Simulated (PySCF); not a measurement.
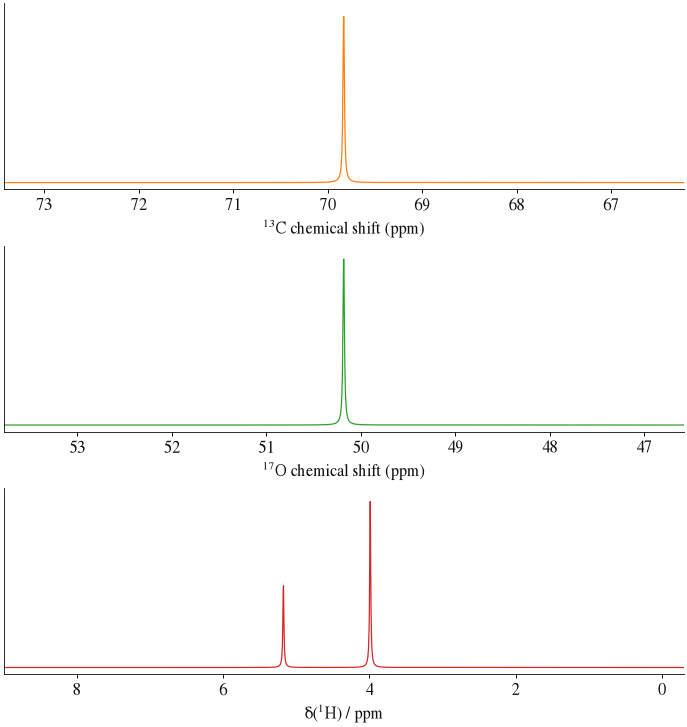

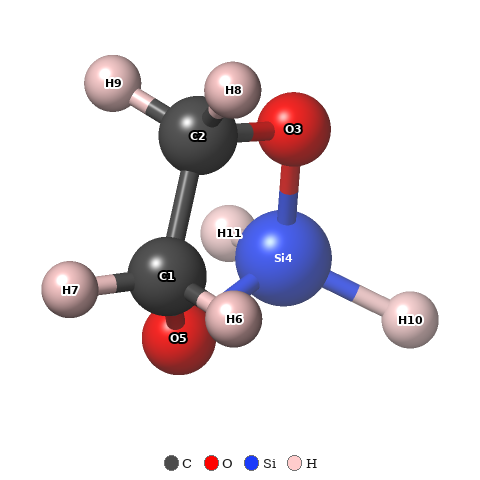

Spectrum and numbered structure of C₂H₆O₂Si, SMILES C1CO[SiH2]O1. GIAO shifts, KT3/pcSseg-2, PySCF 2.14.0, at a PBE0-D3(BJ)/def2-SVP geometry (no frequency check), against TMS for ¹³C, H₂O for ¹⁷O and TMS for ¹H computed at the same level (¹⁷O: a single water molecule, while the usual scale starts at liquid water and gives values some tens of ppm lower). Gas phase, fully decoupled, line heights follow the number of nuclei, widths are arbitrary (no quadrupolar broadening); values of one conformer, averaged over nuclei that symmetry, rotation about single bonds or ring flips exchange, these motions taken as fast; other conformers aren't averaged in.

**Where does the ¹³C line lie?**

At 69.8 ppm (C1 and C2).

**Where does the ¹⁷O line lie?**

At 50.2 ppm (O3 and O5).

**Which atoms give which ¹H line?**

```csv
δ (ppm),nuclei,atoms
5.17,2,"H10, H11"
3.99,4,"H6, H7, H8, H9"
```
